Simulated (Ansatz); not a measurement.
A periodic structure is given below.

```yaml
crystal:
  lattice:
    - [3.07662, 0.00000, 0.00000]
    - [-1.53831, 2.66443, 0.00000]
    - [0.00000, 0.00000, 15.09808]
  atoms:
    - { symbol: Si, position: [0.33333, 0.66667, 0.83299] }
    - { symbol: Si, position: [0.66667, 0.33333, 0.33299] }
    - { symbol: Si, position: [0.66667, 0.33333, 0.66650] }
    - { symbol: Si, position: [0.33333, 0.66667, 0.16650] }
    - { symbol: Si, position: [0.00000, 0.00000, 0.49973] }
    - { symbol: Si, position: [0.00000, 0.00000, 0.99973] }
    - { symbol: C, position: [0.00000, 0.00000, 0.87437] }
    - { symbol: C, position: [0.00000, 0.00000, 0.37437] }
    - { symbol: C, position: [0.33333, 0.66667, 0.70800] }
    - { symbol: C, position: [0.66667, 0.33333, 0.20800] }
    - { symbol: C, position: [0.66667, 0.33333, 0.54152] }
    - { symbol: C, position: [0.33333, 0.66667, 0.04152] }
```

What does this file describe?

The solid is SiC. The structure has P6_3mc (No. 186) symmetry and a primitive hexagonal lattice. One cell contains 6 Si, 6 C, 12 atoms in all. Si bonds to four C in a tetrahedral arrangement at 1.88 to 1.89 Å. Each C atom is coordinated by four Si in a tetrahedral arrangement at 1.88 to 1.89 Å. The bonds build a three-dimensional framework.

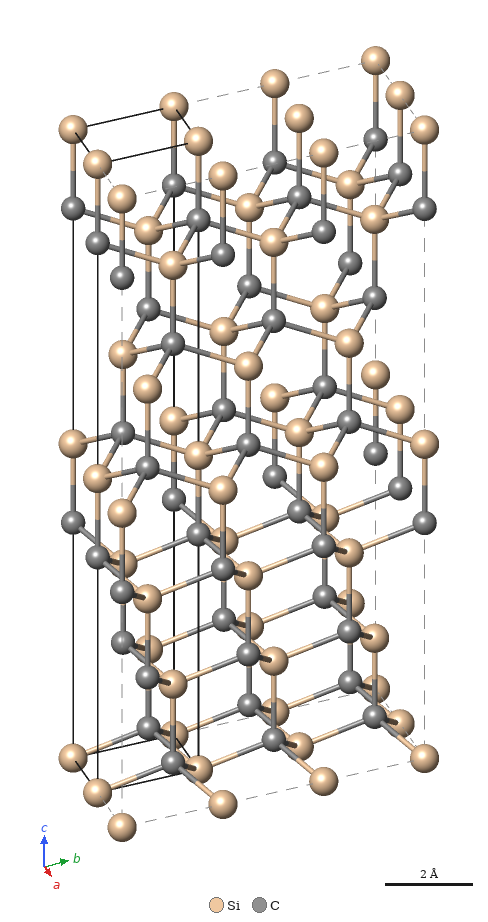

Drawn in the ball-and-stick manner and seen slightly off an axis. A block of 2×3×1 cells is shown, with one conventional unit cell in solid outline. Colours: silicon light orange, carbon grey.

Provenance: a structure listed in the Materials Project. Earlier steps of the study may have refined or changed the cell and positions. It was the input of a calculation with Ansatz.
